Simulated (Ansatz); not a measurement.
# BSiH7O: geometry relaxation (part 2 of 2)

Continued. System: BSiH7O. Method: RKS PBE-D4/def2-SVP (Ansatz 0.2.0). The geometry: force-field start.

Geometry of the input (Å):
```
B  -0.8789  0.6542  -0.5785
O  0.5328  0.4959  -0.4664
Si 0.7778  -0.6542  0.7749
H  -1.4192  -0.3070  -0.8743
H  -1.1349  1.4751  -1.4822
H  -1.3817  1.1768  0.4124
H  0.8385  0.0373  -1.2933
H  0.1910  -1.9140  0.4547
H  0.2996  -0.1261  2.1106
H  2.2582  -0.8891  0.9449
```

Output, continued:
```
Atom 7 at    -0.099380    -1.805181     0.912462 Å, force     0.006251    -0.004107     0.000928 eV/Å
Atom 8 at     0.601453     0.301526     2.072836 Å, force     0.002232    -0.008514     0.003195 eV/Å
Atom 9 at     2.239524    -1.042611     0.806054 Å, force    -0.004262    -0.009859     0.010186 eV/Å
Dipole moment:     0.758526    -0.378817     0.095143 e Å
```

Trajectory as extended XYZ (Å, eV, eV/Å), 12 frames, from step=1 to step=12:
```
10
Properties=species:S:1:pos:R:3:forces:R:3 step=1 energy=-10701.53514
B    -0.8789    0.6542   -0.5785   -4.2448   3.4682  -0.7380
O     0.5328    0.4959   -0.4664    4.0559  -0.7332  -0.8748
Si    0.7778   -0.6542    0.7749    0.9641  -0.0317   2.8644
H    -1.4192   -0.3070   -0.8743   -0.8600  -2.2707  -0.3948
H    -1.1349    1.4751   -1.4822    0.2679  -0.1332   0.0418
H    -1.3817    1.1768    0.4124    0.4273  -0.2020   0.3893
H     0.8385    0.0373   -1.2933    0.0732   0.7463   0.1228
H     0.1910   -1.9140    0.4547   -0.7157  -1.1136  -0.5369
H     0.2996   -0.1261    2.1106   -0.0095   0.0559  -0.5251
H     2.2582   -0.8891    0.9449    0.0416   0.2140  -0.3487
10
Properties=species:S:1:pos:R:3:forces:R:3 step=2 energy=-10702.17185
B    -0.9222    0.6826   -0.6073   -2.5144   1.4446  -0.3455
O     0.5545    0.4773   -0.4420    2.0661  -0.5173  -0.6536
Si    0.7819   -0.6794    0.8302    0.5378  -0.1881   1.0524
H    -1.4552   -0.3697   -0.8532   -0.1711  -0.7153  -0.1318
H    -1.1240    1.4922   -1.5270    0.1914  -0.1379   0.1561
H    -1.3328    1.1442    0.4649    0.1754  -0.0561  -0.0133
H     0.9090    0.0891   -1.2804   -0.0021   0.4802   0.2087
H     0.1296   -1.9430    0.4456   -0.1982  -0.3216  -0.0879
H     0.2590   -0.0802    2.0984    0.0774  -0.0235  -0.1786
H     2.2834   -0.8643    0.8737   -0.1624   0.0350  -0.0064
10
Properties=species:S:1:pos:R:3:forces:R:3 step=3 energy=-10702.35623
B    -1.0617    0.6996   -0.6169   -0.0546  -0.1409  -0.8960
O     0.5399    0.3971   -0.5064    0.4051  -0.1973   1.8706
Si    0.8187   -0.6894    0.8621    0.0057   0.1494  -0.3664
H    -1.4923   -0.3928   -0.9961   -0.2816   0.1122  -0.0268
H    -1.0500    1.5845   -1.4634   -0.3785   0.0832   0.0020
H    -1.4488    1.0309    0.4997    0.2752  -0.0060   0.0725
H     1.0344    0.1847   -1.3053    0.0091  -0.0309  -0.6832
H     0.0724   -1.9576    0.5799    0.0152   0.0278   0.1079
H     0.3667    0.0287    2.0905    0.0540  -0.0195  -0.0843
H     2.3040   -0.9368    0.8587   -0.0494   0.0221   0.0037
10
Properties=species:S:1:pos:R:3:forces:R:3 step=4 energy=-10702.45288
B    -1.0930    0.6856   -0.7076   -0.1216  -0.0792   0.3018
O     0.5398    0.3940   -0.4013   -0.0111   0.2436  -0.4404
Si    0.8596   -0.7125    0.8860   -0.1323  -0.1421   0.2874
H    -1.5405   -0.3873   -1.1106    0.0765   0.0089  -0.0676
H    -1.1202    1.6070   -1.5097    0.1343   0.0240  -0.0396
H    -1.4960    0.9861    0.4213    0.0686  -0.0345  -0.0821
H     1.0614    0.3267   -1.2256   -0.0900  -0.0337   0.0885
H     0.0149   -1.9348    0.7106    0.0281  -0.0075   0.0009
H     0.5387    0.0313    2.1373    0.0106  -0.0110   0.0195
H     2.3186   -1.0471    0.8023    0.0368   0.0316  -0.0683
10
Properties=species:S:1:pos:R:3:forces:R:3 step=5 energy=-10702.47103
B    -1.0900    0.6878   -0.7005    0.0801   0.0149  -0.0230
O     0.5238    0.3732   -0.4253    0.0014   0.0233   0.0532
Si    0.8461   -0.6976    0.9073    0.0029   0.0154  -0.0431
H    -1.5234   -0.3404   -1.2163   -0.0407  -0.0004  -0.0054
H    -1.0624    1.6713   -1.4297   -0.0702   0.0215   0.0047
H    -1.4927    0.9023    0.4424   -0.0204  -0.0334   0.0074
H     0.9977    0.2175   -1.2623    0.0381  -0.0239  -0.0437
H     0.0400   -1.9491    0.7577   -0.0128   0.0130   0.0207
H     0.5313    0.0677    2.1456   -0.0133   0.0076   0.0031
H     2.3129   -0.9839    0.7840    0.0348  -0.0379   0.0261
10
Properties=species:S:1:pos:R:3:forces:R:3 step=6 energy=-10702.47963
B    -1.0853    0.6801   -0.7034    0.0707  -0.0129   0.0131
O     0.5437    0.3756   -0.4452   -0.0457  -0.0130  -0.0119
Si    0.8476   -0.6797    0.9063   -0.0591   0.0182   0.0110
H    -1.5077   -0.3209   -1.2793    0.0105   0.0015   0.0001
H    -1.0925    1.7108   -1.3618   -0.0210   0.0289  -0.0067
H    -1.4888    0.8092    0.4534    0.0132  -0.0386   0.0075
H     1.0030    0.1833   -1.2839    0.0104  -0.0012  -0.0126
H     0.0111   -1.9150    0.7881   -0.0012   0.0158   0.0013
H     0.5440    0.1184    2.1271    0.0166   0.0027   0.0022
H     2.3080   -1.0128    0.8014    0.0058  -0.0015  -0.0041
10
Properties=species:S:1:pos:R:3:forces:R:3 step=7 energy=-10702.48346
B    -1.0708    0.6656   -0.7095   -0.0298   0.0588   0.0921
O     0.5708    0.3780   -0.4811    0.0400  -0.1148  -0.2717
Si    0.8348   -0.6428    0.9111   -0.0955   0.0242   0.0359
H    -1.4560   -0.2855   -1.4051    0.0536   0.1876   0.1177
H    -1.1380    1.7888   -1.2286    0.0237  -0.3049   0.1473
H    -1.4658    0.6169    0.4762    0.0778  -0.0014  -0.2956
H     0.9973    0.1071   -1.3225   -0.0904   0.0983   0.2243
H    -0.0512   -1.8505    0.8437    0.0418   0.0575   0.0034
H     0.5786    0.2176    2.1037    0.0379  -0.0379  -0.0363
H     2.2834   -1.0463    0.8148   -0.0591   0.0325  -0.0172
10
Properties=species:S:1:pos:R:3:forces:R:3 step=8 energy=-10702.49131
B    -1.0685    0.6628   -0.7082    0.0122   0.0023   0.0051
O     0.5667    0.3774   -0.4784   -0.0560  -0.0594  -0.0405
Si    0.8314   -0.6441    0.9124   -0.0603   0.0259  -0.0009
H    -1.4629   -0.2842   -1.3936    0.0438   0.0791   0.0496
H    -1.1291    1.7705   -1.2362    0.0003  -0.0963   0.0628
H    -1.4706    0.6282    0.4639    0.0456  -0.0125  -0.0819
H     1.0026    0.1213   -1.3137    0.0022   0.0290   0.0253
H    -0.0519   -1.8519    0.8418    0.0246   0.0437   0.0094
H     0.5865    0.2091    2.1106    0.0128  -0.0173  -0.0240
H     2.2790   -1.0403    0.8041   -0.0252   0.0055  -0.0048
10
Properties=species:S:1:pos:R:3:forces:R:3 step=9 energy=-10702.49819
B    -1.0562    0.6407   -0.7130    0.0683   0.0138  -0.0151
O     0.5720    0.3608   -0.5070   -0.0576  -0.0187   0.0408
Si    0.8140   -0.6185    0.9201   -0.0263   0.0226  -0.1215
H    -1.4372   -0.2427   -1.4765   -0.0116   0.0023   0.0010
H    -1.1444    1.7888   -1.1252   -0.0151   0.0045  -0.0016
H    -1.4537    0.4911    0.4483    0.0112  -0.0141   0.0303
H     1.0172    0.1160   -1.3397    0.0197  -0.0229   0.0461
H    -0.0993   -1.8011    0.9036    0.0009  -0.0020   0.0128
H     0.6263    0.2786    2.0943   -0.0090   0.0106  -0.0051
H     2.2445   -1.0648    0.7977    0.0196   0.0040   0.0123
10
Properties=species:S:1:pos:R:3:forces:R:3 step=10 energy=-10702.49765 accepted=F
B    -1.0598    0.6447   -0.7097    0.0750  -0.0382  -0.1096
O     0.5635    0.3373   -0.5285    0.0649  -0.0229   0.1610
Si    0.8093   -0.6165    0.9127   -0.0344   0.0388  -0.0342
H    -1.4565   -0.2196   -1.4868   -0.0451   0.0142   0.0111
H    -1.1425    1.8018   -1.0965   -0.0080   0.0070   0.0023
H    -1.4431    0.4752    0.4550    0.0283  -0.0199   0.0105
H     1.0456    0.0897   -1.3393   -0.0822   0.0217  -0.0363
H    -0.0885   -1.8110    0.9098    0.0014  -0.0038   0.0075
H     0.6072    0.2925    2.0754   -0.0041   0.0025   0.0016
H     2.2480   -1.0452    0.8107    0.0042   0.0006  -0.0140
10
Properties=species:S:1:pos:R:3:forces:R:3 step=11 energy=-10702.49944
B    -1.0479    0.6398   -0.7120   -0.0259   0.0135   0.0011
O     0.5721    0.3569   -0.5136   -0.0122   0.0000  -0.0107
Si    0.8085   -0.6153    0.9164   -0.0107  -0.0107  -0.0330
H    -1.4437   -0.2348   -1.4788    0.0117  -0.0029   0.0064
H    -1.1477    1.7909   -1.1131    0.0082   0.0067   0.0045
H    -1.4387    0.4795    0.4521    0.0082  -0.0077   0.0096
H     1.0212    0.1073   -1.3424    0.0202  -0.0147   0.0199
H    -0.0997   -1.8019    0.9036    0.0015   0.0006   0.0066
H     0.6172    0.2855    2.0873   -0.0067   0.0069  -0.0057
H     2.2418   -1.0588    0.8033    0.0058   0.0084   0.0014
10
Properties=species:S:1:pos:R:3:forces:R:3 step=12 energy=-10702.49986
B    -1.0467    0.6397   -0.7111    0.0141   0.0032   0.0058
O     0.5704    0.3448   -0.5260    0.0291  -0.0070  -0.0100
Si    0.8009   -0.6125    0.9134    0.0068   0.0199  -0.0012
H    -1.4503   -0.2206   -1.4897   -0.0080   0.0164   0.0031
H    -1.1390    1.8017   -1.0835   -0.0208  -0.0158   0.0033
H    -1.4221    0.4532    0.4560   -0.0196   0.0075  -0.0136
H     1.0285    0.0887   -1.3478   -0.0057  -0.0017  -0.0018
H    -0.0994   -1.8052    0.9125    0.0063  -0.0041   0.0009
H     0.6015    0.3015    2.0728    0.0022  -0.0085   0.0032
H     2.2395   -1.0426    0.8061   -0.0043  -0.0099   0.0102
```

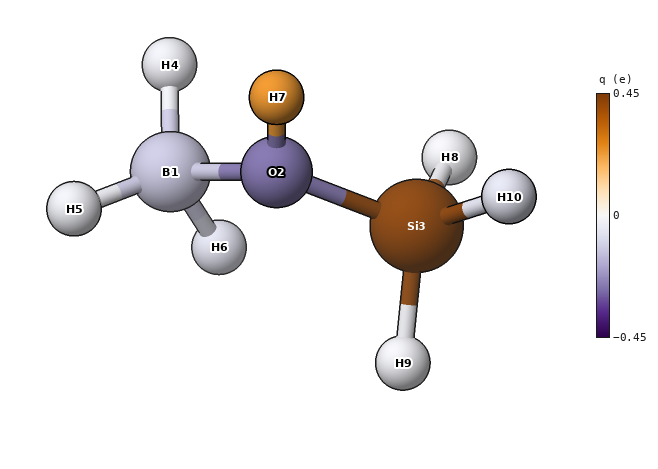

Figure 1. Mulliken charges, as the colour of each atom (ball-and-stick view, seen at a tilt; atoms are numbered from 1 in the order of the input). By element: B −0.13, O −0.27, Si +0.43 and H −0.08 to +0.23 e.

Results in brief:

| quantity | value |
| --- | --- |
| outcome | converged |
| total energy | −10702.4999 eV |
| mean-field energy | −10702.3452 eV |
| dispersion energy | −0.1547 eV |
| SCF solution under orbital rotations | stable |
| largest force (length of the vector) at the end | 0.032 eV/Å |
| dipole moment | 4.10 D |
| hardware | 4 threads of Arm Neoverse V1, 23 GiB of memory available, shared host |
| wall time | 9 s (CPU time 30 s) |
| peak memory | 0.15 GiB |
